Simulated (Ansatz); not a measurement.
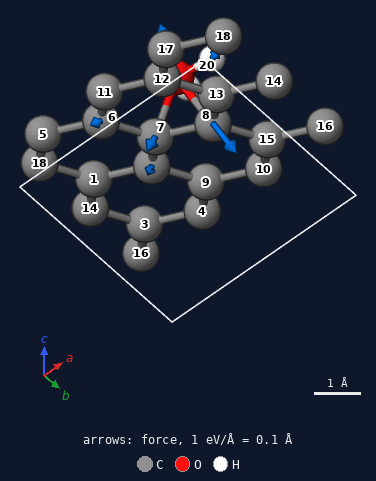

Starting geometry of a slab of composition H$_{2}$C$_{18}$O with the computed forces as blue arrows. The picture is a ball-and-stick view of the cell of the calculation, outlined in the plane, without the vacuum (origin shifted), seen from a free direction.

It is H2O on graphene monolayer, set down by a guess. The run prepares an end point of a later path (molecule hop) calculation, from a guessed geometry.

All numbers below come from DFT PBEsol, scalar-relativistic, plane waves, PAW in Ansatz 0.2.0. (plane-wave cutoff 420 eV; k-point mesh 2 × 2 × 1; occupations gaussian; smearing width 0.05 eV; no spin polarisation; atoms relaxed in a fixed cell; force threshold 0.03 eV/Å; at most 60 steps)

### Is this structure relaxed? If not, where do the atoms go?

It isn't relaxed: the largest force vector, on the O atom, is 14.66 eV/Å. The final displacements follow the starting forces only in part (cosine between the two patterns 0.47). After 30 accepted moves (38 points after the start) the energy has fallen by 7.593 eV per cell of the calculation. The largest force component goes from 14 to 0.022 eV/Å. The line search rejected the trial steps at points 11, 14, 15, 19, 21, 29, 34 of the run. 1 step only repeated the SCF at the same geometry. The forces were under the threshold at step 28, but the run went on from there. The largest move relative to the layer's centre is that of an H atom, 2.01 Å along the normal (+c). By element the largest moves are H 2.01 Å, O 1.89 Å, C 0.25 Å. The lattice vectors keep their values. Some distances before and after: C–O 1.439 → 3.553 Å, C–O 1.614 → 3.380 Å, C–C 1.424 → 1.441 Å, H–O 0.959 → 0.971 Å. Bonds break: C–O (1.44 → 3.55 Å), C–O (1.61 → 3.38 Å). Cost: 2.5 min on 1 thread of AMD EPYC 9B14 (Zen 4) (shared host), peak memory 0.8 GiB.

Limits of the set-up: the periodic images lie only 7.4 Å apart, so the values are limited by the cell's size.
